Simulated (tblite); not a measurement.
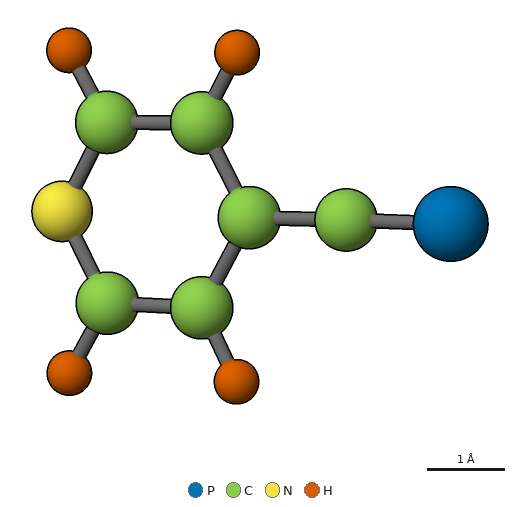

This is the input geometry for a relaxation of C6H4NP. The picture is a ball-and-stick view, seen at a tilt.

All numbers below come from GFN2-xTB geometry optimisation, gas phase in tblite 0.8.0.

```xyz
12

P     3.7704    0.3927   -0.0637
C     2.2231    0.2387   -0.0477
C     0.8063    0.0801   -0.0114
C    -0.0294    1.2205    0.0046
C    -1.4169    1.0431    0.0428
N    -1.9564   -0.2061    0.0273
C    -1.1672   -1.3137   -0.0007
C     0.2301   -1.1881   -0.0156
H     0.3993    2.2072    0.0187
H    -2.0709    1.9075    0.0615
H    -1.6282   -2.2990   -0.0023
H     0.8410   -2.0835   -0.0395
```

### What does the optimiser find from here?

The energy falls by 17.4 kJ/mol in 12 geometry steps. The largest move after the best rigid fit is that of H11, 0.081 Å. By element the largest moves are H 0.081 Å, C 0.056 Å, P 0.007 Å, N 0.006 Å. Among the contacts that change: C5–N6 1.361 → 1.324 Å, C2–C3 1.426 → 1.400 Å, C4–C5 1.399 → 1.382 Å, C3–C4 1.414 → 1.401 Å. Among the angles between lasting bonds that change: N6–C5–H10 119.5° → 115.5°, N6–C7–H11 119.5° → 115.5°, N6–C7–C8 120.3° → 123.8°.

History of the run:

```tsv
step	E − E(0), kJ/mol
0	0.00
1	-9.23
2	-12.66
3	-16.45
4	-16.92
5	-17.05
6	-17.21
7	-17.37
8	-17.41
9	-17.43
10	-17.43
11	-17.43
12	-17.43
```

The structure at the end:

```xyz
12

P     3.7634    0.3935   -0.0656
C     2.2136    0.2325   -0.0410
C     0.8212    0.0865   -0.0169
C    -0.0245    1.2036    0.0123
C    -1.3906    0.9940    0.0357
N    -1.9513   -0.2050    0.0303
C    -1.1540   -1.2612    0.0027
C     0.2257   -1.1821   -0.0199
H     0.3902    2.2002    0.0165
H    -2.0779    1.8299    0.0604
H    -1.6527   -2.2218   -0.0010
H     0.8380   -2.0708   -0.0394
```

After the run, drawn alike:

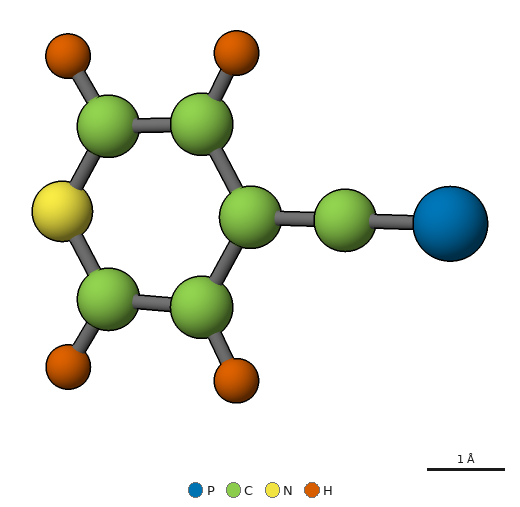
